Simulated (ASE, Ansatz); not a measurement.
# Ru(0001) slab (54 atoms): support functions against a reference

Wanted: errors and times of a linear-scaling basis for Ru(0001) slab (54 atoms). A setting counts as converged where the r.m.s. difference of forces stays under 1 % of the r.m.s. force.

Calculated with Ansatz 0.2.0; Kohn-Sham DFT, PBE, PAW (set soft_2), plane waves.

**1. The starting structure**

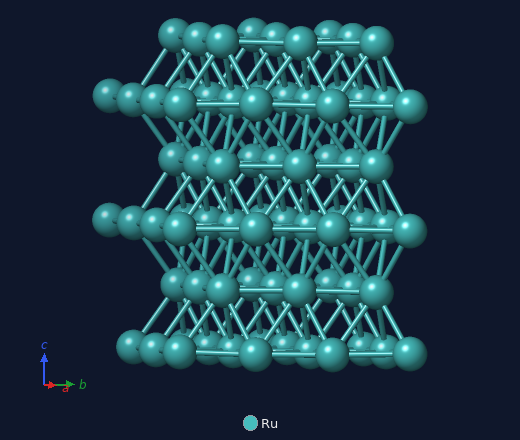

The starting structure, seen from the side, with the c axis up (ruthenium teal). Some periodic images of atoms are drawn too.

The cell holds 54 atoms: 54 Ru. Cell: a = 8.118 Å, b = 8.118 Å, c = 22.705 Å, α = 90.0°, β = 90.0°, γ = 60.0°. It derives from Ru (hcp). Hcp Ru (a = 2.706 Å, c = 4.282 Å), (0001) slab of 3 repeat layers, 3 x 3 surface cells, 12 Å of vacuum; not relaxed, displaced by a Gaussian of 0.02 Å. Vacuum lies along c.

Limits known from the start: Beside vacuum, support functions can miss their usual error bounds without a warning.

**2. Plane-wave single point**

This run is the reference for what follows, at a cutoff of 420 eV.

File input.yaml:

```yaml
crystal:
  lattice:
    - [8.118, 0.0, 0.0]
    - [4.059, 7.03039, 0.0]
    - [0.0, 0.0, 22.705]
  atoms:
    - { symbol: Ru, position: [0.99264, 0.00274, 0.26579] }
    - { symbol: Ru, position: [0.89204, 0.22118, 0.35832] }
    - { symbol: Ru, position: [0.99768, 0.00077, 0.45238] }
    - { symbol: Ru, position: [0.89558, 0.21946, 0.54695] }
    - { symbol: Ru, position: [0.99681, 0.0032, 0.6409] }
    - { symbol: Ru, position: [0.89587, 0.21807, 0.73619] }
    - { symbol: Ru, position: [0.33709, 0.00134, 0.26444] }
    - { symbol: Ru, position: [0.21889, 0.22963, 0.35793] }
    - { symbol: Ru, position: [0.33472, 0.00376, 0.45269] }
    - { symbol: Ru, position: [0.22735, 0.21744, 0.54872] }
    - { symbol: Ru, position: [0.33321, 0.00171, 0.63936] }
    - { symbol: Ru, position: [0.22228, 0.21865, 0.73625] }
    - { symbol: Ru, position: [0.00435, 0.32864, 0.26299] }
    - { symbol: Ru, position: [0.89136, 0.55425, 0.35918] }
    - { symbol: Ru, position: [0.0, 0.33299, 0.45326] }
    - { symbol: Ru, position: [0.88843, 0.55656, 0.54758] }
    - { symbol: Ru, position: [0.99838, 0.33359, 0.64263] }
    - { symbol: Ru, position: [0.89111, 0.55954, 0.73425] }
    - { symbol: Ru, position: [0.67016, 0.99683, 0.26454] }
    - { symbol: Ru, position: [0.55556, 0.22228, 0.35888] }
    - { symbol: Ru, position: [0.66612, 0.00207, 0.45415] }
    - { symbol: Ru, position: [0.55575, 0.22408, 0.54712] }
    - { symbol: Ru, position: [0.6634, 0.00321, 0.6417] }
    - { symbol: Ru, position: [0.55596, 0.22119, 0.73503] }
    - { symbol: Ru, position: [0.32674, 0.33334, 0.26402] }
    - { symbol: Ru, position: [0.22552, 0.55315, 0.35967] }
    - { symbol: Ru, position: [0.33024, 0.33224, 0.4533] }
    - { symbol: Ru, position: [0.22099, 0.55753, 0.54729] }
    - { symbol: Ru, position: [0.3292, 0.33762, 0.64187] }
    - { symbol: Ru, position: [0.22057, 0.55851, 0.73798] }
    - { symbol: Ru, position: [0.00029, 0.66393, 0.26342] }
    - { symbol: Ru, position: [0.89038, 0.88826, 0.35751] }
    - { symbol: Ru, position: [0.99726, 0.6686, 0.45366] }
    - { symbol: Ru, position: [0.89294, 0.8867, 0.54849] }
    - { symbol: Ru, position: [0.00028, 0.66435, 0.6411] }
    - { symbol: Ru, position: [0.89009, 0.88948, 0.73569] }
    - { symbol: Ru, position: [0.66467, 0.33489, 0.26407] }
    - { symbol: Ru, position: [0.54992, 0.55558, 0.35792] }
    - { symbol: Ru, position: [0.66538, 0.33754, 0.45382] }
    - { symbol: Ru, position: [0.55034, 0.55835, 0.54794] }
    - { symbol: Ru, position: [0.6644, 0.3382, 0.6419] }
    - { symbol: Ru, position: [0.55564, 0.55623, 0.7357] }
    - { symbol: Ru, position: [0.33218, 0.66954, 0.26517] }
    - { symbol: Ru, position: [0.21904, 0.89308, 0.35831] }
    - { symbol: Ru, position: [0.33211, 0.66472, 0.45375] }
    - { symbol: Ru, position: [0.22093, 0.88995, 0.54758] }
    - { symbol: Ru, position: [0.32996, 0.67243, 0.64285] }
    - { symbol: Ru, position: [0.22921, 0.88732, 0.7358] }
    - { symbol: Ru, position: [0.66698, 0.66909, 0.26353] }
    - { symbol: Ru, position: [0.56087, 0.88668, 0.35695] }
    - { symbol: Ru, position: [0.66152, 0.66766, 0.45302] }
    - { symbol: Ru, position: [0.55007, 0.89219, 0.54539] }
    - { symbol: Ru, position: [0.66727, 0.66739, 0.64289] }
    - { symbol: Ru, position: [0.55662, 0.88788, 0.73562] }
kpoints:
  mp_grid: { grid: [3, 3, 1] }
hamiltonian:
  xc: pbe
scf:
  occupations: { method: cold, width: 0.15 }
output:
  forces: true
  populations: true
  dos:
    method: { smearing: { sigma: 0.08 } }
    de: 0.1
    projected: { site_lists: { Ru: [Ru] } }
  eigenvalues: true
  write_density: true
  write_potential: true
  volumetric_format: npy
  elf: true
```

Launch:

```console
$ ansatz run input.yaml --threads 4 --pin off --max-ram 8192MiB --backend cpu --events-out ev --progress --plain --runs-dir out
```

Numbers of over 12 decimals in the logs are rounded to 6 here.

What it wrote:

```text
Engine: ansatz 0.2.0, aarch64-unknown-linux-gnu
Pseudopotentials: kind: paw
Pseudopotential: Ru, paw, valence charge 16, recommended cutoff 420 eV (normal), Ru.paw.azcp
[... 5 lines on functional and potentials left out ...]
Crystal: 54 atoms, lattice volume = 1295.836 Å³
Basis set: ecut = 420 eV, 25377 PW (Γ), exchange–correlation on 120×120×320 points (8 copies of the dense FFT grid, shifted against one another)
Bands: 519, of which v1, the nominal top of the filled ones, is band 432 counted from 1 (431 counted from 0)
Symmetry: 1 space group operations
Space group: P1 (ITA 1), of the structure as read, at distance tolerance 1.1e-4 Å
k-points: 5 of 9 (time reversal used)
[... 3 lines on functional and potentials left out ...]
Initial density: superposition of atomic densities (neutral atoms: chi_scale 0, normalization atom), corrected by the library's trained network
Initial wavefunctions: pseudopotential atomic-orbital guess
Functional: x = pbe(κ = 0.804, μ = 0.219515), c = pbe(β = 0.066725)
SCF iter   1: F=—  HF=-317430.210757 eV  |F-HF|=—  |Δ(HF+E_count)|=         —  Δρ=1.33e-2  dr2=2.99e1  ethr=1.77e-3  ⟨swp⟩=7.0  Hψ=9896  notcnv=0
preconditioner: auto → LDOS  [metal: Δε(μ)=0.011 eV  Ē_g=4.438 eV  σ=0.150 eV  W_gap=0.05  n_scr=372 (ndim 8)  ℏωp=21.4 eV  f_vac=0.382  D(μ)=47.08/eV (n_scr^D=372)  β→1.0]
SCF iter   2: F=—  HF=-317429.897170 eV  |F-HF|=—  |Δ(HF+E_count)|=   3.14e-1  S|Δr|=    0.00e0  Δρ=7.43e-3  dr2=4.93e0  ethr=1.77e-3  ⟨swp⟩=1.0  Hψ=2985  notcnv=0  defer=6
SCF iter   3: F=—  HF=-317429.808598 eV  |F-HF|=—  |Δ(HF+E_count)|=   8.86e-2  S|Δr|=    0.00e0  Δρ=1.32e-3  dr2=1.06e-1  ethr=5.71e-4  ⟨swp⟩=1.6  Hψ=2803  notcnv=0  defer=6
SCF iter   4: F=—  HF=-317429.807889 eV  |F-HF|=—  |Δ(HF+E_count)|=   7.10e-4  S|Δr|=    0.00e0  Δρ=3.73e-4  dr2=5.99e-3  ethr=1.22e-5  ⟨swp⟩=2.6  Hψ=3422  notcnv=0  defer=6
SCF iter   5: F=—  HF=-317429.807533 eV  |F-HF|=—  |Δ(HF+E_count)|=   3.56e-4  S|Δr|=    0.00e0  Δρ=1.53e-4  dr2=6.60e-4  ethr=6.93e-7  ⟨swp⟩=2.8  Hψ=4095  notcnv=0  defer=6
SCF iter   6: F=—  HF=-317429.807467 eV  |F-HF|=—  |Δ(HF+E_count)|=   6.62e-5  S|Δr|=    0.00e0  Δρ=6.05e-5  dr2=1.91e-4  ethr=7.64e-8  ⟨swp⟩=2.6  Hψ=4315  notcnv=0  defer=6
SCF iter   7: F=—  HF=-317429.807452 eV  |F-HF|=—  |Δ(HF+E_count)|=   1.47e-5  S|Δr|=    0.00e0  Δρ=2.58e-5  dr2=1.87e-5  ethr=2.21e-8  ⟨swp⟩=2.0  Hψ=3456  notcnv=0  defer=6
SCF iter   8: F=—  HF=-317429.809145 eV  |F-HF|=—  |Δ(HF+E_count)|=   1.69e-3  S|Δr|=    0.00e0  Δρ=8.55e-6  dr2=1.41e-6  ethr=2.16e-9  ⟨swp⟩=2.0  Hψ=3705  notcnv=0
SCF iter   9: F=—  HF=-317429.809146 eV  |F-HF|=—  |Δ(HF+E_count)|=   7.16e-7  S|Δr|=    0.00e0  Δρ=2.76e-6  dr2=2.45e-7  ethr=1.63e-10  ⟨swp⟩=3.4  Hψ=4848  notcnv=0
SCF iter  10: F=-317429.809146 eV  HF=-317429.809146 eV  |F-HF|=3.85e-8  |Δ(HF+E_count)|=   1.46e-8  S|Δr|=    0.00e0  Δρ=9.80e-7  dr2=2.29e-8  ethr=1.16e-11  ⟨swp⟩=17.6  Hψ=20388  notcnv=0
SCF 1 converged in 10 iterations: F = -317429.809146 eV  dr2 = 2.29e-8
  greatest PAW one-centre occupation: 0.998 electrons in one spin orbital (limit 2), on the Ru atom at site 36 (counted from 0), in its partial waves of l = 0
WARN: The output density's exchange-correlation potential varies sharply where the density is thin. Do not read a vacuum level from v_tot or v_xc, or from such a field of the output density. On a cell that repeats whose density bears no net charge and no dipole along the vacuum's axis use v_es (v_loc + v_h of the components); [...]
SCF converged after 10 iterations
Stability not checked: this state was not tested for a lower state beside it, because cold or Methfessel-Paxton smearing, or corrected tetrahedra, fill the levels in a way that the test cannot read (fill_not_monotonic; see scf.lower_state_search)
Free energy (F): -317429.809146 eV
Harris-Foulkes:  -317429.809146 eV  (|F-HF|=3.85e-8)
Internal energy: -317429.728951 eV  (E = F + TS)
E sigma→0 (E₀):  -317429.782414 eV
Entropy (-TS):   -0.080195 eV (-1.485 meV/atom)
Fermi energy:    11.187369 eV
--- Per-component energies (eV) ---
  E_band       = -13466.130235
  E_kinetic    = 27723.704067
  E_local      = -931155.521802  (includes V_loc(G=0)·N_el)
  E_nonlocal   = 18537.586442
  E_hartree    = 448140.914568
  E_xc         = -10260.558289
  E_vxc        = -12877.895291  (∫ρ·V_xc dr)
  E_paw        = -186882.666560  (= ΣΔE_a)
  E_vpaw       = -11975.908689  (= ΣTr[D̂ρ^β])
  E_aug_tail   = -0.010261  (compensation charges beyond the density's cutoff)
  E_ewald      = 316466.822884
  E_smearing   = -0.080195  (= −TS)
  E_closure    = -0.000000  (closes the sum)
  Σ components = -317429.809146   (vs F -317429.809146, Δ=0.00e0)
--- Forces (eV/Å), atoms counted from 1 ---
  atom   1  Ru     0.59710017    -0.17817069     0.11397847
  atom   2  Ru    -0.42178700     0.39786169    -0.50085586
  atom   3  Ru     0.20481408    -0.01745228    -0.25188864
  atom   4  Ru    -0.71521568     0.54173736     0.50640038
  atom   5  Ru     0.22333822    -0.20799827     0.98076857
  atom   6  Ru    -0.36468985     0.28362685    -0.63841906
  atom   7  Ru    -0.34595406    -0.15902336     0.61418602
  atom   8  Ru    -0.00103333    -0.76391291    -0.49126044
  atom   9  Ru    -0.48984898    -0.25284891    -0.77201257
  atom  10  Ru    -0.37630254     0.92502169    -0.11800246
  atom  11  Ru     0.01148501    -0.22335056     1.44921111
  atom  12  Ru     0.24458054     0.27650669    -0.71574516
  atom  13  Ru    -0.28980431     0.30215013     0.86742406
  atom  14  Ru    -0.36087935     0.19346061    -0.79760121
[...]
atom  53  Ru    -0.17559734     0.21350894     0.04753654
  atom  54  Ru     0.11129705     0.13262817    -0.60348221
  max |Σ_I F_I| component: 1.09e-6 eV/Å
--- Band table (eV; the first three rows and the last of 5) ---
  k-point 0: bands = ["-62.0800", "-62.0629", "-61.9971", "-61.9924", [... 503 levels ...], "12.8022", "12.8128", "12.8168", "12.8338", "13.4967", "13.5116", "13.5223", "13.5459", "13.5509", "13.5669", "15.2148", "15.2371"]
[...]
--- Löwdin populations: 54 sites ---
  site symbol       q [e]
     0     Ru     15.9403
     1     Ru     15.8734
     2     Ru     15.9087
[...]
53     Ru     15.9452
  spilling = 0.005659 (of n_electrons = 864.000000)
```

It took 5.2 min on 4 threads of Arm Neoverse V2, shared host; peak memory 4.6 GiB.

The program notes that it cut back its work space to fit the memory limit and the exchange-correlation potential is rough where the density is thin.

Read from the output:

| Property | Result |
| --- | --- |
| free energy | -317429.8091 eV |
| free energy per atom | -5878.3298 eV/atom |
| SCF cycles | 10 |
| r.m.s. force component | 0.4311 eV/Å |
| longest force | 1.466 eV/Å |
| Fermi energy | 11.19 eV |
| levels partly filled by over 2 per cent | 43 |
| potential in mid-vacuum, over the Fermi level | 5.109 eV |
| potential 4.5 Å over the upper face | 5.109 eV |
| potential 4.5 Å under the lower face | 5.108 eV |
| spilling of the projection | 0.005659 |

The r.m.s. force component of 0.43 eV/Å sets the scale for the differences below.

**3. Support functions medium**

The cell is solved in localised support functions.

This step: Kohn-Sham DFT, PBE, PAW (set soft_2), localised support functions (medium) (Ansatz 0.2.0).

input.yaml, the sections that differ from step 2:

```yaml
scf:
  occupations: { method: cold, width: 0.15 }
  eigensolver: { kind: { support_functions: { accuracy: medium } } }
  mixing: { beta: 0.2 }
  max_iter: 150
output:
  forces: true
# crystal, kpoints, hamiltonian: as in step 2
```

What it wrote:

```text
Warning: scf.eigensolver.kind.support_functions: disabling space-group detection — the functions' gradient is summed over unrotated k-points, so no spatial operation reduces the k-mesh or symmetrises the density; time reversal is kept, so that k and −k are solved as one point where they differ and the mesh holds both, and exact exchange and, on two spinor components, a DFT+U term hold to it where the run has them: [...]
settings of this run that can trade accuracy for cost: scf.eigensolver.kind.support_functions [...]
[...]
Crystal: 54 atoms, lattice volume = 1295.836 Å³
Basis set: ecut = 420 eV, 25377 PW (Γ), exchange–correlation on 120×120×320 points (8 copies of the dense FFT grid, shifted against one another)
Bands: 519, of which v1, the nominal top of the filled ones, is band 432 counted from 1 (431 counted from 0)
Symmetry: 1 space group operations
k-points: 5 of 9 (time reversal used)
[...]
SCF iter   1: F=—  HF=-317440.247842 eV  |F-HF|=—  |Δ(HF+E_count)|=         —  Δρ=8.26e-2  dr2=1.32e2  ethr=1.00e-1
[...]
SCF iter  14: F=-317429.918913 eV  HF=-317429.918913 eV  |F-HF|=1.26e-7  |Δ(HF+E_count)|=   3.34e-3  S|Δr|=    0.00e0  Δρ=8.88e-6  dr2=5.15e-7  ethr=1.40e-10
SCF 1 converged in 14 iterations: F = -317429.985259 eV  dr2 = 5.15e-7
[...]
SCF converged after 14 iterations
[...]
Free energy (F): -317429.985259 eV
[...]
Internal energy: -317429.905175 eV  (E = F + TS)
E sigma→0 (E₀):  -317429.958564 eV
Entropy (-TS):   -0.080084 eV (-1.483 meV/atom)
Fermi energy:    11.187660 eV
[...]
--- Forces (eV/Å), atoms counted from 1 ---
  atom   1  Ru     0.59673288    -0.17853670     0.11695155
  atom   2  Ru    -0.42266321     0.39655331    -0.50165910
  atom   3  Ru     0.20430688    -0.01747045    -0.25078795
  atom   4  Ru    -0.71477922     0.54030489     0.50711768
  atom   5  Ru     0.22243982    -0.20838336     0.97865642
  atom   6  Ru    -0.36438130     0.28376258    -0.63915267
  atom   7  Ru    -0.34651599    -0.15884665     0.61564539
  atom   8  Ru    -0.00166271    -0.76276108    -0.49219792
  atom   9  Ru    -0.48991190    -0.25247652    -0.77024002
  atom  10  Ru    -0.37521909     0.92341822    -0.11581659
  atom  11  Ru     0.00962138    -0.22279925     1.44601574
  atom  12  Ru     0.24378826     0.27698262    -0.71595242
  atom  13  Ru    -0.28934016     0.30112397     0.86802001
  atom  14  Ru    -0.36002881     0.19382779    -0.79702493
[...]
atom  53  Ru    -0.17626458     0.21234254     0.05003318
  atom  54  Ru     0.11187226     0.13205464    -0.60444958
  max |Σ_I F_I| component: 2.48e-2 eV/Å
--- Band table (eV; the first three rows and the last of 5) ---
[...]
guard bands above this table: 71 of the run's 519 bands (output.publish_guard_bands: true publishes all)
[...]
```

Wall time 3.4 min (4 threads); peak memory 3.6 GiB; 13 min of CPU time.

The program notes that the band table was not solved further than the SCF left it and it switched symmetry off.

Keys that differ from the reference: support_functions.accuracy = "medium", scf.max_iter = 150 and scf.mixing.beta = 0.2.

Forces differ from the reference by 1.1 meV/Å r.m.s., 0.24 % of their size, well within a tolerance of 1 %; the energy by -3.3 meV/atom.

**4. Support functions low**

The cell is solved in localised support functions.

This step: Kohn-Sham DFT, PBE, PAW (set soft_2), localised support functions (low) (Ansatz 0.2.0).

input.yaml, the sections that differ from step 3:

```yaml
scf:
  occupations: { method: cold, width: 0.15 }
  eigensolver: { kind: { support_functions: { accuracy: low } } }
  mixing: { beta: 0.2 }
  max_iter: 150
# crystal, kpoints, hamiltonian, output: as in step 3
```

What it wrote:

```text
[...]
Crystal: 54 atoms, lattice volume = 1295.836 Å³
Basis set: ecut = 420 eV, 25377 PW (Γ), exchange–correlation on 120×120×320 points (8 copies of the dense FFT grid, shifted against one another)
Bands: 519, of which v1, the nominal top of the filled ones, is band 432 counted from 1 (431 counted from 0)
Symmetry: 1 space group operations
k-points: 5 of 9 (time reversal used)
[...]
SCF iter   1: F=—  HF=-317440.237755 eV  |F-HF|=—  |Δ(HF+E_count)|=         —  Δρ=8.26e-2  dr2=1.32e2  ethr=1.00e-1
[...]
SCF iter  12: F=—  HF=-317429.909852 eV  |F-HF|=—  |Δ(HF+E_count)|=   4.47e-3  S|Δr|=    0.00e0  Δρ=3.16e-5  dr2=1.40e-5  ethr=4.81e-9  κ⁻¹=1.2e-6(r=7)
SCF iter  13: F=-317429.913701 eV  HF=-317429.913700 eV  |F-HF|=2.27e-7  |Δ(HF+E_count)|=   3.85e-3  S|Δr|=    0.00e0  Δρ=1.20e-5  dr2=1.21e-6  ethr=1.63e-9
SCF 1 converged in 13 iterations: F = -317429.984821 eV  dr2 = 1.21e-6
[...]
SCF converged after 13 iterations
[...]
Free energy (F): -317429.984821 eV
[...]
Internal energy: -317429.904748 eV  (E = F + TS)
E sigma→0 (E₀):  -317429.958130 eV
Entropy (-TS):   -0.080073 eV (-1.483 meV/atom)
Fermi energy:    11.187770 eV
[...]
Σ components = -317429.984821   (vs F -317429.984821, Δ=0.00e0)
--- Forces (eV/Å), atoms counted from 1 ---
  atom   1  Ru     0.59673126    -0.17899616     0.11766374
  atom   2  Ru    -0.42269279     0.39649798    -0.50144590
  atom   3  Ru     0.20422469    -0.01743470    -0.25087359
  atom   4  Ru    -0.71485625     0.54041883     0.50727047
[...]
atom  54  Ru     0.11213179     0.13152990    -0.60459738
  max |Σ_I F_I| component: 2.27e-2 eV/Å
--- Band table (eV; the first three rows and the last of 5) ---
[...]
```

Wall time 3.1 min (4 threads); peak memory 3.5 GiB.

Keys that differ from the reference: support_functions.accuracy = "low", scf.max_iter = 150 and scf.mixing.beta = 0.2.

Forces differ from the reference by 1.1 meV/Å r.m.s., 0.27 % of their size, well within a tolerance of 1 %; the energy by -3.3 meV/atom.

**5. Support functions medium, radius 3.62 Å**

The radius confines each support function; a larger one gives more freedom and more work per atom.

This step: Kohn-Sham DFT, PBE, PAW (set soft_2), localised support functions (medium) (Ansatz 0.2.0).

input.yaml, the sections that differ from step 4:

```yaml
scf:
  occupations: { method: cold, width: 0.15 }
  eigensolver: { kind: { support_functions: { accuracy: medium, radius: 3.62 } } }
  mixing: { beta: 0.2 }
  max_iter: 150
# crystal, kpoints, hamiltonian, output: as in step 4
```

What it wrote:

```text
[...]
Crystal: 54 atoms, lattice volume = 1295.836 Å³
Basis set: ecut = 420 eV, 25377 PW (Γ), exchange–correlation on 120×120×320 points (8 copies of the dense FFT grid, shifted against one another)
Bands: 519, of which v1, the nominal top of the filled ones, is band 432 counted from 1 (431 counted from 0)
Symmetry: 1 space group operations
k-points: 5 of 9 (time reversal used)
[...]
Eigensolver: Support functions (medium, 36×36×96 points, laid for a spacing of at most 0.237286 Å, radius 3.620000 Å, 27 sites without an atom, 1 species' potentials softened for the grid, 1 wholly corrected for its errors in the mean over positions, 1 with the egg-box correction, energy correction by stochastic trace)
[...]
SCF iter   1: F=—  HF=-317439.302495 eV  |F-HF|=—  |Δ(HF+E_count)|=         —  Δρ=8.27e-2  dr2=1.34e2  ethr=1.00e-1
[...]
SCF iter  14: F=-317429.885839 eV  HF=-317429.885839 eV  |F-HF|=2.46e-7  |Δ(HF+E_count)|=   4.79e-3  S|Δr|=    0.00e0  Δρ=1.06e-5  dr2=6.88e-7  ethr=1.77e-10
SCF 1 converged in 14 iterations: F = -317429.983285 eV  dr2 = 6.88e-7
[...]
SCF converged after 14 iterations
[...]
Free energy (F): -317429.983285 eV
[...]
Internal energy: -317429.903237 eV  (E = F + TS)
E sigma→0 (E₀):  -317429.956602 eV
Entropy (-TS):   -0.080048 eV (-1.482 meV/atom)
Fermi energy:    11.187976 eV
[...]
--- Forces (eV/Å), atoms counted from 1 ---
  atom   1  Ru     0.59652997    -0.17859299     0.11542497
  atom   2  Ru    -0.42266085     0.39605143    -0.50204715
  atom   3  Ru     0.20540261    -0.01650335    -0.25240802
  atom   4  Ru    -0.71398869     0.54114733     0.50576282
  atom   5  Ru     0.22362160    -0.20692573     0.97967272
  atom   6  Ru    -0.36467154     0.28259690    -0.64012419
  atom   7  Ru    -0.34496782    -0.15953654     0.61401995
  atom   8  Ru    -0.00104556    -0.76204595    -0.49261657
  atom   9  Ru    -0.48746747    -0.25379387    -0.76993082
  atom  10  Ru    -0.37604492     0.92423296    -0.11567547
  atom  11  Ru     0.01187007    -0.22297317     1.44623237
  atom  12  Ru     0.24298877     0.27714136    -0.71730590
  atom  13  Ru    -0.28887667     0.30120177     0.86635768
  atom  14  Ru    -0.35995260     0.19432515    -0.79687248
[...]
atom  53  Ru    -0.17391443     0.21362922     0.04920221
  atom  54  Ru     0.11149431     0.13282841    -0.60438775
  max |Σ_I F_I| component: 1.56e-2 eV/Å
--- Band table (eV; the first three rows and the last of 5) ---
[...]
```

Run time: 3 min. Hardware: 4 threads; peak memory 3.4 GiB; 12 min of CPU time.

Keys that differ from the reference: support_functions.accuracy = "medium", support_functions.radius = 3.62, scf.max_iter = 150 and scf.mixing.beta = 0.2.

Forces differ from the reference by 1.1 meV/Å r.m.s., 0.24 % of their size, well within a tolerance of 1 %; the energy by -3.2 meV/atom.

(Continued in part 2 of 2.)

[Logs are printed without paths, hosts, clocks, repeated set-up lines and the standing remarks that a program may print on its own settings, such as how far it seeks lower states.]

[Hosts, paths, dates, database ids (printed as entryN), source tags and the programs' standing remarks are cut or masked in the printed files.]
